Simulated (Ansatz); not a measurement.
# LuSi2Rh2 (I4/mmm): equation of state with a fit from a Python script

Where is the equilibrium volume of LuSi2Rh2 (I4/mmm), and how stiff is it? A script is to give an equation of state with a fit; the system is LuSi2Rh2 (I4/mmm).

Computed with the Python package of Ansatz 0.2.0. Level of theory: DFT r2SCAN, plane waves, PAW.

## (1) Starting point

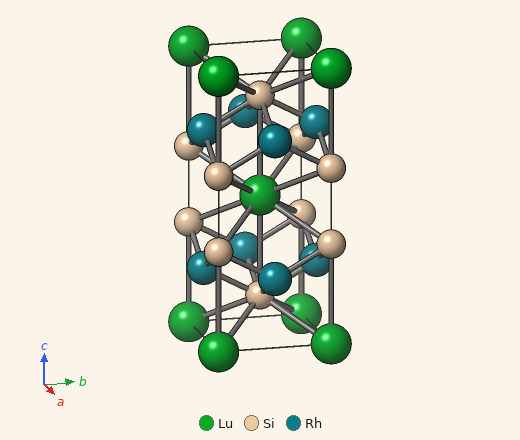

The starting structure, viewed slightly off an axis; lutetium green, silicon light orange, rhodium blue. The cell is the conventional one. Atoms on cell faces are repeated.

The script holds or builds the structure itself.

## (2) Script

Contents of eos_lusi2rh2.py:

```python
import ansatz
import numpy as np
from pymatgen.analysis.eos import EOS

VECTORS = np.array([
    [-2.0025, 2.0025, 4.915],
    [2.0025, -2.0025, 4.915],
    [2.0025, 2.0025, -4.915],
])
SITES = [
    ("Lu", (0.0, 0.0, 0.0)),
    ("Si", (0.362, 0.362, 0.0)),
    ("Si", (0.638, 0.638, 0.0)),
    ("Rh", (0.75, 0.25, 0.5)),
    ("Rh", (0.25, 0.75, 0.5)),
]


def build(cell):
    crystal = ansatz.Crystal(lattice=ansatz.Lattice.of(cell))
    for symbol, position in SITES:
        crystal = crystal.atom(symbol, position)
    return crystal

volumes, energies, pressures = [], [], []
for scale in np.linspace(0.9, 1.1, 9):
    cell = VECTORS * scale ** (1 / 3)
    job = (
        build(cell).calculation()
        .functional("r2scan")
        .occupations("cold", width=0.15)
        .basis(600)
        .kpoints(10, 10, 10)
        .stress()
    )
    data = job.run().report
    volumes.append(abs(np.linalg.det(cell)) / len(SITES))
    energies.append(data["free_energy_ev"] / len(SITES))
    pressures.append(np.trace(data["stress_gpa"]) / 3)
    print(f"V = {volumes[-1]:8.4f} A^3/atom  F = {energies[-1]:.5f} eV/atom  P = {pressures[-1]:8.3f} GPa")

for form in ["murnaghan", "vinet", "pourier_tarantola"]:
    fit = EOS(eos_name=form).fit(volumes, energies)
    print(f"{form:18s} V0 {fit.v0:8.4f} A^3/atom  B0 {fit.b0_GPa:7.1f} GPa  B1 {fit.b1:5.2f}")
```

## (3) Launch

Launch:

```sh
python eos_lusi2rh2.py
```

Standard output:

```text
V =  14.1906 A^3/atom  F = -5771.30071 eV/atom  P =   36.227 GPa
V =  14.5848 A^3/atom  F = -5771.37941 eV/atom  P =   27.933 GPa
V =  14.9790 A^3/atom  F = -5771.43900 eV/atom  P =   20.666 GPa
V =  15.3732 A^3/atom  F = -5771.48183 eV/atom  P =   14.291 GPa
V =  15.7673 A^3/atom  F = -5771.50996 eV/atom  P =    8.697 GPa
V =  16.1615 A^3/atom  F = -5771.52519 eV/atom  P =    3.789 GPa
V =  16.5557 A^3/atom  F = -5771.52910 eV/atom  P =   -0.516 GPa
V =  16.9499 A^3/atom  F = -5771.52309 eV/atom  P =   -4.287 GPa
V =  17.3441 A^3/atom  F = -5771.50839 eV/atom  P =   -7.588 GPa
murnaghan          V0  16.5079 A^3/atom  B0   171.9 GPa  B1  4.20
vinet              V0  16.5058 A^3/atom  B0   171.4 GPa  B1  4.52
pourier_tarantola  V0  16.5047 A^3/atom  B0   171.3 GPa  B1  4.68
```

Wall time 11 min (1 thread of Arm Neoverse V1, shared host); peak memory 1.1 GiB.

Lines on the test bed's own set-up are left out of the output.

## (4) The engine's runs

From the records of these 9 runs:

| run | volume (Å³/atom) | energy from run 7 (meV/atom) | pressure (GPa) | SCF cycles | CPU time (s) |
| --- | --- | --- | --- | --- | --- |
| 1 | 14.191 | 228.39 | 36.23 | 9 | 57 |
| 2 | 14.585 | 149.69 | 27.93 | 10 | 65 |
| 3 | 14.979 | 90.10 | 20.67 | 10 | 68 |
| 4 | 15.373 | 47.27 | 14.29 | 10 | 70 |
| 5 | 15.767 | 19.14 | 8.70 | 10 | 72 |
| 6 | 16.162 | 3.91 | 3.79 | 10 | 75 |
| 7 | 16.556 | 0.00 | -0.52 | 10 | 74 |
| 8 | 16.950 | 6.01 | -4.29 | 10 | 72 |
| 9 | 17.344 | 20.71 | -7.59 | 10 | 77 |

Energies are free energies F = E - TS of the smeared occupations. 

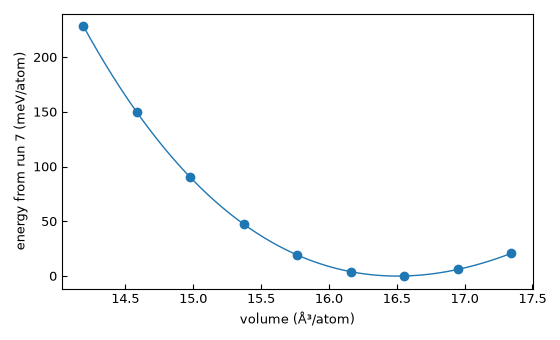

Energy against volume; the line is a third-order Birch-Murnaghan fit.

## (5) Results

```
                      quantity            value
                 runs compared                9
               range of energy  228.39 meV/atom
lowest point, volume (Å³/atom)           16.556
      equilibrium volume (fit)    16.51 Å³/atom
            bulk modulus (fit)          172 GPa
```

What this shows: A third-order Birch-Murnaghan fit through the 9 points (the script's own form differs a little) has its minimum at 16.51 Å³ an atom, 4.7 % above the typed cell, with a bulk modulus of 172 GPa and dB/dP = 4.4. From that minimum the energy rises by 228.5 meV an atom on the compressed side and 20.8 meV on the expanded side. Shape and fractional positions are held along the curve, so the bulk modulus is an upper value where they are free to relax. Pressure is positive in compression. At these settings the cell as given stands under about 9 GPa, so it isn't at this functional's equilibrium volume.
